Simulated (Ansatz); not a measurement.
# AlHCl (quartet): RPA-PBE over vertical spin and charge gaps, cc-pVDZ

How well do these functionals follow the top wave-function level for AlHCl (quartet) over vertical spin and charge gaps?

Program: Ansatz 0.2.0, Gaussian basis. Level of theory: cc-pVDZ, all electrons in the functionals, frozen cores in the correlation of double hybrids and RPA. These are calculated values, not measurements.

The runs, in order: RPA-PBE, at charge 0, quartet; charge 0, doublet; charge 0, sextet; charge 1, triplet; charge 1, quintet.

17 further runs of the same task are left out: 11 for a known fault of the program, 1 that didn't finish, 5 set aside as unsound or not needed.

### 1 The geometry

The geometry is a PBE0/def2-TZVP stationary point (not a proven minimum).

3 atoms, charge 0, spin multiplicity 4.

Atoms are counted from 1 here; the program's logs count them from 0.

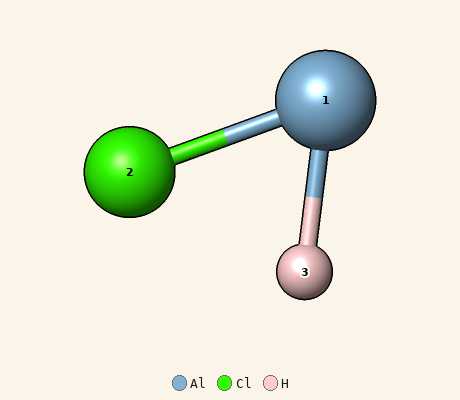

The geometry (aluminium light blue, chlorine green, hydrogen pink); atoms are numbered from 1 in the order of the file.

No dispersion term is added.

The geometry shown and the zero of energy belong to the point charge 0, quartet. The yardstick, UCCSDTQ, and other wave-function levels (R restricted, U unrestricted, valence and pair active spaces) come from earlier runs.

### 2 RPA-PBE, charge 0, quartet

in.yaml reads:

```yaml
crystal:
  periodic: [false, false, false]
  atoms:
    - {symbol: Al, position_ang: [0.000000, -0.050236, 1.239922]}
    - {symbol: Cl, position_ang: [0.000000, -0.006816, -0.956330]}
    - {symbol: H, position_ang: [0.000000, 1.584516, 0.446218]}
basis:
  gaussian: {orbitals: cc-pVDZ}
magnetization: {spin_polarized: true, initial_magnetization: 3}
hamiltonian: {xc: {name: PBE}}
correlation: {method: rpa, electrons: outside_noble_gas}
```

The run is started by

```bash
ansatz run in.yaml --threads 1 --pin off --events-out ev --progress --plain --max-ram 4096MiB --backend cpu
```

What it wrote:

```text
Functional definition: PBE
  name "PBE"
  cite "Perdew, Burke & Ernzerhof, Phys. Rev. Lett. 77, 3865 (1996) doi:10.1103/PhysRevLett.77.3865"
  parent pbe
  parameter kappa = 0.804
  parameter beta = 0.06672455060314922
  exchange = pbe_x(kappa = kappa, mu = beta*pi^2/3)
  correlation = pbe_c(beta = beta)
419 factors; integrals over basis functions are off by at most 1.1e-3 eV
mean field evaluation 1: about -19122.6106 eV, gradient 6.3e0 eV
mean field evaluation 2: about -19122.6104 eV, gradient 6.3e0 eV
mean field evaluation 4: about -19123.0439 eV, gradient 2.4e0 eV
mean field evaluation 8: about -19123.0866 eV, gradient 5.1e-2 eV
mean field evaluation 16: about -19123.0866 eV, gradient 4.9e-6 eV
mean field -19123.08662653 eV, -702.7604714312 hartree, gradient 5.0e-6 eV, S^2 3.752053; 0 other end points of the search recorded, 0 dependent functions left out
10 core orbitals not correlated: weight in the atoms' cores, before any rotation towards them, 1.000 or more for the frozen orbitals, at most 0.000 for the correlated occupied ones
reference -19098.80762006 eV, -701.8682344006 hartree; 7, 4 occupied and 24, 27 virtual orbitals, 419 factors
Total energy: -19107.42043197 eV, -702.1847494003 hartree
```

Wall time 1 s (1 thread of AMD EPYC 7R13, shared host).

From the report: ⟨S²⟩ of the determinant 3.752 (pure quartet: 3.75).

### 3 RPA-PBE, charge 0, doublet

Changes to in.yaml since step 2:

```diff
@@ -8,3 +8,3 @@
   gaussian: {orbitals: cc-pVDZ}
-magnetization: {spin_polarized: true, initial_magnetization: 3}
+magnetization: {spin_polarized: true, initial_magnetization: 1}
 hamiltonian: {xc: {name: PBE}}
```

The command is unchanged.

What it wrote, shortened:

```text
Functional definition: PBE
  name "PBE"
  cite "Perdew, Burke & Ernzerhof, Phys. Rev. Lett. 77, 3865 (1996) doi:10.1103/PhysRevLett.77.3865"
  parent pbe
[...]
419 factors; integrals over basis functions are off by at most 1.1e-3 eV
[...]
mean field -19126.17662888 eV, -702.8740269232 hartree, gradient 2.4e-6 eV, S^2 0.761564; 1 other end points of the search recorded, 0 dependent functions left out
10 core orbitals not correlated: weight in the atoms' cores, before any rotation towards them, 1.000 or more for the frozen orbitals, at most 0.000 for the correlated occupied ones
reference -19101.09922450 eV, -701.9524493104 hartree; 6, 5 occupied and 25, 26 virtual orbitals, 419 factors
Total energy: -19110.46878026 eV, -702.2967741337 hartree
```

Run time: 1.2 s. Hardware: 1 thread of AMD EPYC 7R13, shared host.

From the report: ⟨S²⟩ of the determinant 0.762 (pure doublet: 0.75).

From charge 0, quartet: -294.1 kJ/mol.

### 4 RPA-PBE, charge 0, sextet

Changes to in.yaml since step 3:

```diff
@@ -8,3 +8,3 @@
   gaussian: {orbitals: cc-pVDZ}
-magnetization: {spin_polarized: true, initial_magnetization: 1}
+magnetization: {spin_polarized: true, initial_magnetization: 5}
 hamiltonian: {xc: {name: PBE}}
```

The command is unchanged.

What it wrote, shortened:

```text
Functional definition: PBE
  name "PBE"
  cite "Perdew, Burke & Ernzerhof, Phys. Rev. Lett. 77, 3865 (1996) doi:10.1103/PhysRevLett.77.3865"
  parent pbe
[...]
419 factors; integrals over basis functions are off by at most 1.1e-3 eV
[...]
mean field -19115.74703659 eV, -702.4907464761 hartree, gradient 4.5e-6 eV, S^2 8.752633; 7 other end points of the search recorded, 0 dependent functions left out
10 core orbitals not correlated: weight in the atoms' cores, before any rotation towards them, 1.000 or more for the frozen orbitals, at most 0.000 for the correlated occupied ones
reference -19092.68701608 eV, -701.6433063530 hartree; 8, 3 occupied and 23, 28 virtual orbitals, 419 factors
Total energy: -19100.37710620 eV, -701.9259119521 hartree
```

It took 2.8 s on 1 thread of AMD EPYC 7R13, shared host.

From the report: ⟨S²⟩ of the determinant 8.753 (pure sextet: 8.75).

From charge 0, quartet: +679.6 kJ/mol.

### 5 RPA-PBE, charge 1, triplet

Changes to in.yaml since step 4:

```diff
@@ -8,3 +8,4 @@
   gaussian: {orbitals: cc-pVDZ}
-magnetization: {spin_polarized: true, initial_magnetization: 5}
+total_charge: 1
+magnetization: {spin_polarized: true, initial_magnetization: 2}
 hamiltonian: {xc: {name: PBE}}
```

Launched as before.

What it wrote, shortened:

```text
Functional definition: PBE
  name "PBE"
  cite "Perdew, Burke & Ernzerhof, Phys. Rev. Lett. 77, 3865 (1996) doi:10.1103/PhysRevLett.77.3865"
  parent pbe
[...]
418 factors; integrals over basis functions are off by at most 1.1e-3 eV
[...]
mean field -19116.80923902 eV, -702.5297816954 hartree, gradient 9.1e-6 eV, S^2 2.003366; 3 other end points of the search recorded, 0 dependent functions left out
10 core orbitals not correlated: weight in the atoms' cores, before any rotation towards them, 1.000 or more for the frozen orbitals, at most 0.000 for the correlated occupied ones
reference -19092.70553655 eV, -701.6439869675 hartree; 6, 4 occupied and 25, 27 virtual orbitals, 418 factors
Total energy: -19101.17060501 eV, -701.9550724955 hartree
```

Wall time 2 s (1 thread of AMD EPYC 7R13, shared host).

From the report: ⟨S²⟩ of the determinant 2.003 (pure triplet: 2.00).

From charge 0, quartet: +603.0 kJ/mol.

### 6 RPA-PBE, charge 1, quintet

Changes to in.yaml since step 5:

```diff
@@ -9,3 +9,3 @@
 total_charge: 1
-magnetization: {spin_polarized: true, initial_magnetization: 2}
+magnetization: {spin_polarized: true, initial_magnetization: 4}
 hamiltonian: {xc: {name: PBE}}
```

Same command.

What it wrote, shortened:

```text
Functional definition: PBE
  name "PBE"
  cite "Perdew, Burke & Ernzerhof, Phys. Rev. Lett. 77, 3865 (1996) doi:10.1103/PhysRevLett.77.3865"
  parent pbe
[...]
419 factors; integrals over basis functions are off by at most 1.1e-3 eV
[...]
mean field -19110.94995511 eV, -702.3144569831 hartree, gradient 5.2e-6 eV, S^2 6.002858; 6 other end points of the search recorded, 0 dependent functions left out
10 core orbitals not correlated: weight in the atoms' cores, before any rotation towards them, 1.000 or more for the frozen orbitals, at most 0.000 for the correlated occupied ones
reference -19088.19527617 eV, -701.4782379559 hartree; 7, 3 occupied and 24, 28 virtual orbitals, 419 factors
Total energy: -19095.64443204 eV, -701.7519893846 hartree
```

It took 2.1 s on 1 thread of AMD EPYC 7R13, shared host.

From the report: ⟨S²⟩ of the determinant 6.003 (pure quintet: 6.00).

From charge 0, quartet: +1136.2 kJ/mol.

### 7 The comparison

The yardstick is UCCSDTQ, where the cluster series has nearly closed. It comes from earlier runs at the same points. Energies in kJ/mol, counted from charge 0, quartet; blanks weren't run or aren't comparable.

```csv
level,quartet to doublet,quartet to sextet,ionisation to the triplet cation,ionisation to the quintet cation
UCCSDTQ,-293.6,674.4,,1125.4
RPA-PBE,-294.1,679.6,603.0,1136.2
```

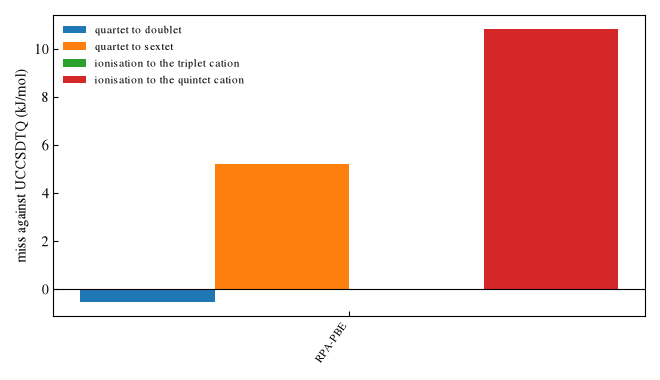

Misses of the gaps against UCCSDTQ.

Largest miss and mean time a point (UCCSDTQ took 80 s a point; shared hosts):

```csv
level,largest miss (kJ/mol),where,time a point
RPA-PBE,+10.8,ionisation to the quintet cation,1.8 s
```

### 8 Results

```
                                 quantity                                            value
              quartet to doublet, UCCSDTQ                                    -293.6 kJ/mol
               quartet to sextet, UCCSDTQ                                     674.4 kJ/mol
ionisation to the quintet cation, UCCSDTQ                                    1125.4 kJ/mol
                    largest miss, RPA-PBE  +10.8 kJ/mol (ionisation to the quintet cation)
```

**Reading.** Misses are known at 3 of 4 points at best, and only functionals with that many are ranked. RPA-PBE strays by up to 10.8 kJ/mol, at ionisation to the quintet cation. Functionals and the yardstick converge differently with the basis, so part of each miss in cc-pVDZ is the basis.
